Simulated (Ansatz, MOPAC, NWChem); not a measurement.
**H2 (hydrogen): methods side by side**

H2, singlet, SMILES `[H][H]`. Each level relaxes the structure for itself.

Each level gives the equilibrium bond length (Å). The values are calculated.

```tsv
level	kind	program	value (Å)
MNDO	semi-empirical	MOPAC	0.663
PM3	semi-empirical	MOPAC	0.699
PM6-D3H4	semi-empirical	MOPAC	0.764
PM7	semi-empirical	MOPAC	0.759
SVWN5/def2-TZVP	LDA	Ansatz	0.767
PBE-D3(BJ)/def2-TZVP	GGA	Ansatz	0.752
r2SCAN/def2-TZVP	meta-GGA	Ansatz	0.743
PBE0-D3(BJ)/def2-TZVP	global hybrid	NWChem	0.746
B3LYP-D4/def2-TZVP	global hybrid	Ansatz	0.744
wB97X-V/def2-TZVP	range-separated hybrid	Ansatz	0.744
```

The values span 0.663 to 0.767 Å.

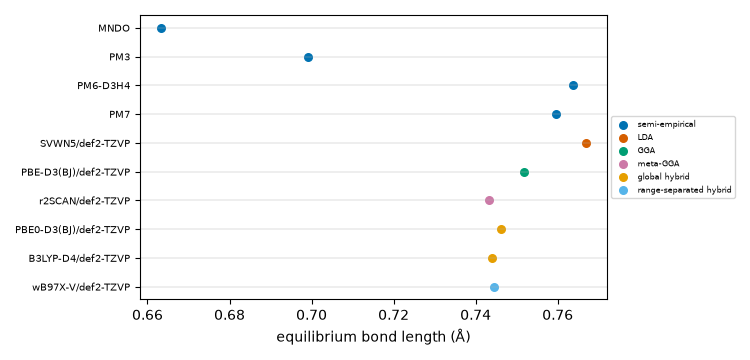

The values of the table, level by level.
